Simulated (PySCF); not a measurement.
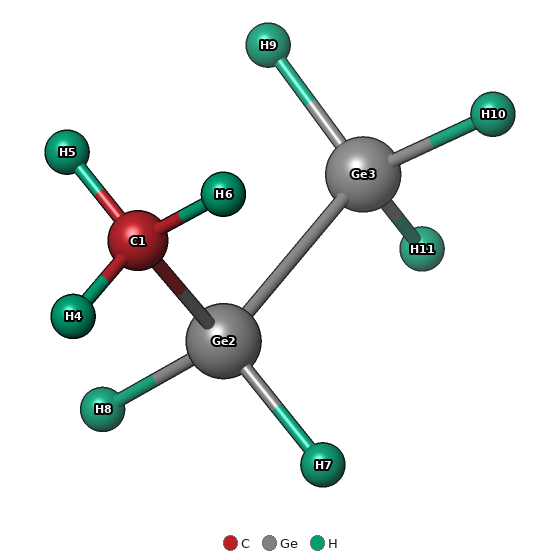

Structure of CH₈Ge₂, SMILES [CH3][GeH2][GeH3], singlet.

Kohn-Sham orbital energies near the frontier, B3LYP/def2-SVPD, PySCF 2.14.0, at a PBE0-D3(BJ)/def2-SVP geometry (no frequency check), isolated molecule; empty levels in grey, levels within 0.03 eV side by side.

Where do the frontier orbitals lie?

Answer. HOMO at −7.68 eV, LUMO at −0.09 eV, 7.59 eV apart.

How does −ε(HOMO) compare with the ΔSCF vertical ionisation energy at this level?

Answer. −ε(HOMO) is 7.68 eV, the ΔSCF value 9.87 eV; the orbital energy is 2.18 eV too shallow.

List the levels with the atoms that carry most of them (a dash for levels above zero or within 0.03 eV of another, where shares mean little).

Answer.
```
orbital  energy (eV)                        Löwdin shares
 LUMO+1        −0.03         Ge3 38 %, Ge2 13 %, H11 12 %
   LUMO        −0.09  Ge2 30 %, Ge3 18 %, H7/H8 10 % each
   HOMO        −7.68           Ge3 34 %, Ge2 30 %, C1 9 %
 HOMO−1        −8.70           C1 31 %, Ge2 24 %, Ge3 9 %
 HOMO−2        −8.87            Ge2 28 %, H7/H8 17 % each
```

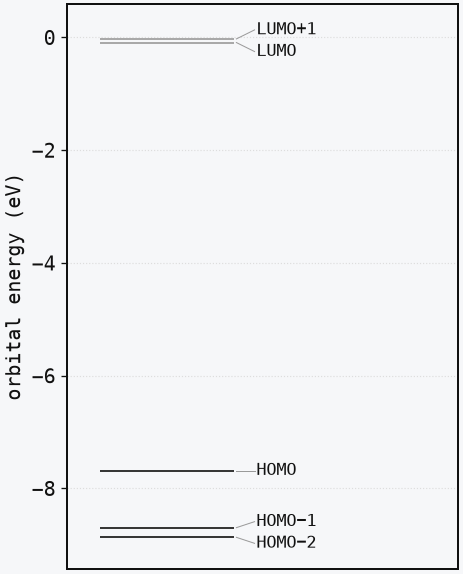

Known limits of this run: empty levels above zero depend strongly on the basis.
